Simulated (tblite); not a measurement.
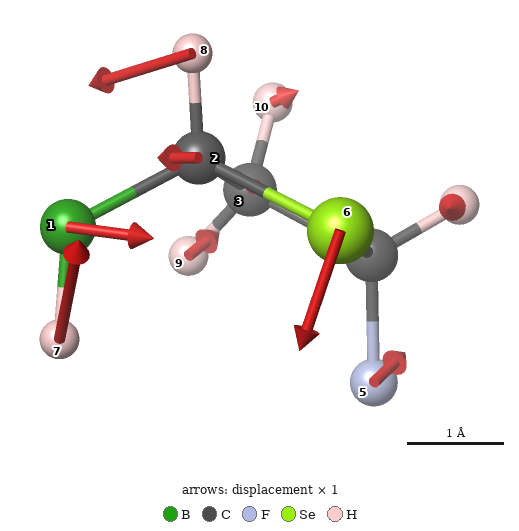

This is a relaxation of C₃H₅BFSe (multiplicity 2). The starting structure is drawn; red arrows show the displacements, at their true length. The two geometries are superimposed by the best rigid fit.

A ball-and-stick model, seen at a tilt.

Theory: tblite, GFN2-xTB geometry optimisation, gas phase. 

What happened in the run?

The energy falls by 63.0 kcal/mol in 173 geometry steps. An H atom moves most after the best rigid fit: 1.71 Å. Largest moves by element: H 1.71 Å, Se 1.36 Å, B 0.99 Å, F 0.71 Å, C 0.63 Å. Among the contacts that change: B–Se 2.928 → 1.930 Å, C–Se 1.949 → 2.805 Å, C–Se 2.584 → 2.893 Å, B–C 1.597 → 1.481 Å. New bonds form, among them: B–Se (2.93 → 1.93 Å). Bonds break, among them: C–Se (1.95 → 2.81 Å). Among the angles between lasting bonds that change: B–C–H 111.1° → 126.1°, C–C–Se 95.6° → 109.6°, C–C–C 97.2° → 110.6°. Groups turn about C–C by about 20°.
